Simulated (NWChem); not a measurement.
# doublet C2H2S−: levels of theory compared

Aim: a comparison of 4 runs (U-wB97X/def2-SVPD, UB2PLYP/def2-SVPD, UCAM-B3LYP/def2-SVPD, UMP3/def2-SVPD) of doublet C2H2S−. 

Program for the calculation: NWChem 7.3.0.

1 further run of the same task is left out (it didn't finish).

## 1. The system as given

C2H2S− has 5 atoms, charge -1, and is taken as a doublet. SMILES of the parent species: `C#CS`. Geometry: relaxed at PBE0-D4/def2-TZVP. That shape belongs to the parent species and isn't relaxed for this state.

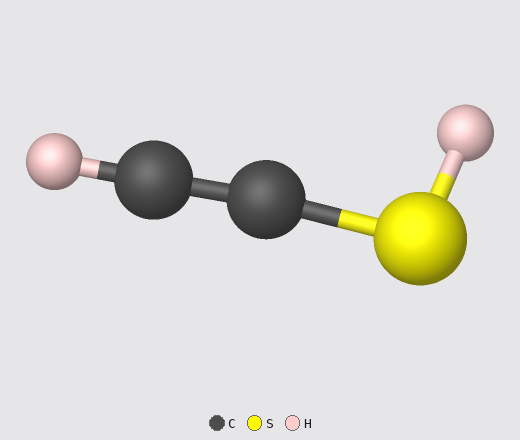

The structure, seen from a chosen angle (carbon dark grey, sulfur yellow, hydrogen pink).

## 2. The energy at U-wB97X/def2-SVPD (run 1)

Contents of run.py:

```python
from ase import Atoms
from ase.calculators.nwchem import NWChem

atoms = Atoms(['C', 'C', 'S', 'H', 'H'], positions=[
    [-1.196800, -0.342000, 0.001900],
    [0.000700, -0.223700, 0.026100],
    [1.678900, -0.197600, 0.083400],
    [-2.256800, -0.433400, -0.021800],
    [1.823900, 1.123100, -0.131000],
])

calc = NWChem(
    label='c2h2s',
    theory='dft',
    memory='2200 mb',
    basis='def2-SVPD',
    basispar='spherical bse',
    charge=-1,
    dft={'xc': 'wb97x', 'mult': '2', 'grid': 'xfine', 'convergence': 'energy 1e-08', 'iterations': '100', 'mulliken': None},
    task='energy',
)
atoms.calc = calc

print("Total energy (eV):", round(atoms.get_potential_energy(), 6))
```

Launch:

```
$ export ASE_NWCHEM_COMMAND="nwchem PREFIX.nwi > PREFIX.nwo"
$ python run.py
```

The log of the run:

```text
Total energy (eV): -12932.475898
```

The calculator wrote c2h2s.nwi:

```
title "c2h2s"

permanent_dir c2h2s

scratch_dir c2h2s

start c2h2s

geometry units angstrom nocenter noautosym noautoz
  C  -1.1968000000000001e+00 -3.4200000000000003e-01 1.9000000000000000e-03
  C  6.9999999999999999e-04 -2.2370000000000001e-01 2.6100000000000002e-02
  S  1.6789000000000001e+00 -1.9760000000000000e-01 8.3400000000000002e-02
  H  -2.2568000000000001e+00 -4.3340000000000001e-01 -2.1800000000000000e-02
  H  1.8239000000000001e+00 1.1231000000000000e+00 -1.3100000000000001e-01
end

charge -1

memory 2200 mb

basis spherical bse noprint
   * library def2-SVPD
end

dft
  xc wb97x
  mult 2
  grid xfine
  convergence energy 1e-08
  iterations 100
  mulliken
end

task dft energy
```

c2h2s.nwo:

```text
Northwest Computational Chemistry Package (NWChem) 7.3.0
             --------------------------------------------------------

           Job information
           ---------------

    nwchem branch   = 7.3.0
    use scalapack   = T
    input           = c2h2s.nwi
    prefix          = c2h2s.
    data base       = c2h2s/c2h2s.db
    status          = startup
    nproc           =        1

           Memory information
           ------------------

[... 5 lines left out ...]
    hardfail = no
[... 38 lines left out ...]
            Nuclear Dipole moment (a.u.)
[... 76 lines left out ...]
          Convergence on density requested:  1.00D-05
[... 32 lines left out ...]
          Convergence aids based upon iterative change in
[... 31 lines left out ...]
 2-e energy   =     270.404175
[... 61 lines left out ...]
           Coulomb energy =      297.926205156675
[... 599 lines left out ...]
                     DFT Final Beta Molecular Orbital Analysis
[... 693 lines left out ...]
     Multipole analysis of the density
     ---------------------------------

     L   x y z        total         alpha         beta         nuclear
     -   - - -        -----         -----         ----         -------
     0   0 0 0     -1.000000    -16.000000    -15.000000     30.000000

     1   1 0 0     -2.260847    -20.652692    -17.990861     36.382705
[... 8 lines of this table left out ...]
     2   0 0 2    -27.333277    -16.937969    -10.870382      0.475073

 Task  times  cpu:      168.5s     wall:      168.5s
 Total times  cpu:      168.5s     wall:      168.5s
```

It took 2.8 min on 1 thread of Intel Xeon Platinum 8488C (Sapphire Rapids), shared host; peak memory 0.12 GiB.

## 3. A single-point energy at UB2PLYP/def2-SVPD (run 2)

Contents of calc.nw:

```
start calc
title "C2H2S"
memory 2200 mb
charge -1

geometry noautosym nocenter noautoz
  C    -1.196800   -0.342000    0.001900
  C     0.000700   -0.223700    0.026100
  S     1.678900   -0.197600    0.083400
  H    -2.256800   -0.433400   -0.021800
  H     1.823900    1.123100   -0.131000
end

basis spherical bse
  * library def2-SVPD
end

dft
  xc hfexch 0.53 becke88 0.47 lyp 0.73 mp2 0.27
  dftmp2 semidirect
  mult 2
  grid xfine
  convergence energy 1e-08
  iterations 100
  mulliken
  print medium
end

mp2
  freeze core 7
end

task dft energy
```

Launch:

```
$ nwchem calc.nw > calc.out
```

The log of the run:

```text
[...]
          Wavefunction type:  spin polarized.
          No. of atoms     :     5
          No. of electrons :    31
[...]
          Charge           :    -1
          Spin multiplicity:     2
[...]
          AO basis - number of functions:    83
[...]
              XC Information
              --------------
                     Hartree-Fock (Exact) Exchange  0.530
                    Becke 1988 Exchange Functional  0.470
              Lee-Yang-Parr Correlation Functional  0.730
[...]
 d= 0,ls=0.0,diis     1   -474.6333525334 -5.54D+02  1.86D+00  4.82D-01     3.0
[...]
 d= 0,ls=0.0,diis    25   -474.9355272444 -4.36D-10  8.84D-06  2.30D-11    70.9
[...]
         Total DFT energy =     -474.935527244407
      One electron energy =     -814.479633912895
           Coulomb energy =      297.501640473982
    Exchange-Corr. energy =      -36.956921103528
 Nuclear repulsion energy =       78.999387298033
[...]
      Total Density - Mulliken Population Analysis
     ---------------------------------------------
    Atom       Charge   Shell Charges
 -----------   ------   -------------------------------------------------------
    1 C    6     7.34   1.99  0.90  1.56  0.60  2.04  0.27  0.03 -0.05
    2 C    6     4.25   1.99  0.96 -0.36 -1.12  2.01  0.59  0.04  0.14
    3 S   16    17.82   2.00  1.99  1.27  0.57  1.13  5.93  1.80  2.51  0.33  0.10  0.19
    4 H    1     1.04   0.75  0.20  0.03  0.06
    5 H    1     0.54   0.69 -0.37  0.04  0.18
[...]
      <S2> =      0.7512 (Exact =     0.7500)
[...]
  Basis functions       =     83
[...]
```

Wall time 74 s (1 thread of Intel Xeon Platinum 8488C (Sapphire Rapids), shared host); peak memory 0.19 GiB.

## 4. The energy at UCAM-B3LYP/def2-SVPD (run 3)

Contents of c2h2s.xyz:

```xyz
5
C2H2S
C     -1.196800    -0.342000     0.001900
C      0.000700    -0.223700     0.026100
S      1.678900    -0.197600     0.083400
H     -2.256800    -0.433400    -0.021800
H      1.823900     1.123100    -0.131000
```

Contents of run.py:

```python
from ase.io import read
from ase.calculators.nwchem import NWChem

atoms = read('c2h2s.xyz')

calc = NWChem(
    label='c2h2s',
    theory='dft',
    memory='2200 mb',
    basis='def2-SVPD',
    basispar='spherical bse',
    charge=-1,
    dft={'xc': 'xcamb88 1.00 lyp 0.81 vwn_5 0.19 hfexch 1.00', 'cam': '0.33 cam_alpha 0.19 cam_beta 0.46', 'mult': '2', 'grid': 'xfine', 'convergence': 'energy 1e-08', 'direct': None, 'iterations': '100', 'mulliken': None},
    task='energy',
)
atoms.calc = calc

print(f"energy = {atoms.get_potential_energy():.6f} eV")
```

Launch:

```
$ export ASE_NWCHEM_COMMAND="nwchem PREFIX.nwi > PREFIX.nwo"
$ python run.py
```

The log of the run:

```text
energy = -12932.496531 eV
```

The calculator wrote c2h2s.nwi:

```
title "c2h2s"

permanent_dir c2h2s

scratch_dir c2h2s

start c2h2s

geometry units angstrom nocenter noautosym noautoz
  C  -1.1968000000000001e+00 -3.4200000000000003e-01 1.9000000000000000e-03
  C  6.9999999999999999e-04 -2.2370000000000001e-01 2.6100000000000002e-02
  S  1.6789000000000001e+00 -1.9760000000000000e-01 8.3400000000000002e-02
  H  -2.2568000000000001e+00 -4.3340000000000001e-01 -2.1800000000000000e-02
  H  1.8239000000000001e+00 1.1231000000000000e+00 -1.3100000000000001e-01
end

charge -1

memory 2200 mb

basis spherical bse noprint
   * library def2-SVPD
end

dft
  xc xcamb88 1.00 lyp 0.81 vwn_5 0.19 hfexch 1.00
  cam 0.33 cam_alpha 0.19 cam_beta 0.46
  mult 2
  grid xfine
  convergence energy 1e-08
  direct
  iterations 100
  mulliken
end

task dft energy
```

c2h2s.nwo:

```text
Northwest Computational Chemistry Package (NWChem) 7.3.0
             --------------------------------------------------------

           Job information
           ---------------

    nwchem branch   = 7.3.0
    use scalapack   = T
    input           = c2h2s.nwi
    prefix          = c2h2s.
    data base       = c2h2s/c2h2s.db
    status          = startup
    nproc           =        1

           Memory information
           ------------------

[... 5 lines left out ...]
    hardfail = no
[... 38 lines left out ...]
            Nuclear Dipole moment (a.u.)
[... 76 lines left out ...]
          Convergence on density requested:  1.00D-05
[... 32 lines left out ...]
          Convergence aids based upon iterative change in
[... 31 lines left out ...]
 2-e energy   =     270.404175
[... 68 lines left out ...]
           Coulomb energy =      297.837962957729
[... 599 lines left out ...]
                     DFT Final Beta Molecular Orbital Analysis
[... 693 lines left out ...]
     Multipole analysis of the density
     ---------------------------------

     L   x y z        total         alpha         beta         nuclear
     -   - - -        -----         -----         ----         -------
     0   0 0 0     -1.000000    -16.000000    -15.000000     30.000000

     1   1 0 0     -2.172868    -20.570811    -17.984763     36.382705
[... 8 lines of this table left out ...]
     2   0 0 2    -27.725858    -17.325645    -10.875286      0.475073

 Task  times  cpu:      109.6s     wall:      109.6s
 Total times  cpu:      109.6s     wall:      109.6s
```

Wall time 1.8 min (1 thread of Intel Xeon Platinum 8488C (Sapphire Rapids), shared host); peak memory 0.12 GiB.

## 5. The energy at UMP3/def2-SVPD (run 4)

Contents of work.nw:

```
start work
title "C2H2S mp3"
memory stack 330 mb heap 110 mb global 1760 mb
charge -1
geometry units au noautosym nocenter noautoz
 C     -2.26162423    -0.64628633     0.00359048
 C      0.00132281    -0.42273173     0.04932185
 S      3.17266119    -0.37340988     0.15760316
 H     -4.26473392    -0.81900730    -0.04119603
 H      3.44667148     2.12235141    -0.24755412
end
basis spherical bse
 * library def2-SVPD
end
scf
 doublet
 uhf
 thresh 1e-08
 maxiter 80
 noprint "final vectors analysis"
end
tce
 scf
 mbpt3
 freeze core 7
 maxiter 60
end
task tce energy
```

Launch:

```
$ nwchem work.nw > work.out
```

The log of the run:

```text
[...]
  functions       =    83
[...]
  wavefunction    = UHF
[...]
         Total SCF energy =   -474.101646060804
      One electron energy =   -813.851985404909
      Two electron energy =    260.750957753128
 Nuclear repulsion energy =     78.999381590978
                       Sz =      0.5000
                 Sz(Sz+1) =      0.7500
                      S^2 =      0.7521
[...]
         Wavefunction type : Unrestricted Hartree-Fock
          No. of electrons :    31
[...]
         Spin multiplicity : doublet
[...]
```

Wall time 62 s (1 thread of Intel Xeon Platinum 8488C (Sapphire Rapids), shared host); peak memory 1.2 GiB.

## 6. Overview of the runs

| run | level | frozen core orbitals | integration grid | energy (Eh) | HOMO energy (eV) | LUMO energy (eV) | ⟨S²⟩ | wall time |
| --- | --- | --- | --- | --- | --- | --- | --- | --- |
| 1 | U-wB97X/def2-SVPD | – | xfine | -475.259727 | 1.52 | 5.82 | 0.752 | 2.8 min |
| 2 | UB2PLYP/def2-SVPD | 7 | xfine | -475.079232 | 2.41 | 4.77 | 0.751 | 74 s |
| 3 | UCAM-B3LYP/def2-SVPD | – | xfine | -475.260485 | 2.02 | 4.77 | 0.751 | 1.8 min |
| 4 | UMP3/def2-SVPD | 7 | – | -474.537815 | – | – | 0.752 | 62 s |

## 7. Summary of results

| quantity | value |
| --- | --- |
| run 4: total energy | -474.53781 Eh |
| run 4: correlation energy (7 core orbitals frozen) | -436.2 mEh |
| run 4: ⟨S²⟩ of the reference determinant | 0.752 |

Totals of different functionals can't be ranked against each other. In runs 1, 2, 3 the HOMO lies above zero, so the outermost electron may be held by the basis alone. All runs together took 6.9 min, the longest 2.8 min.
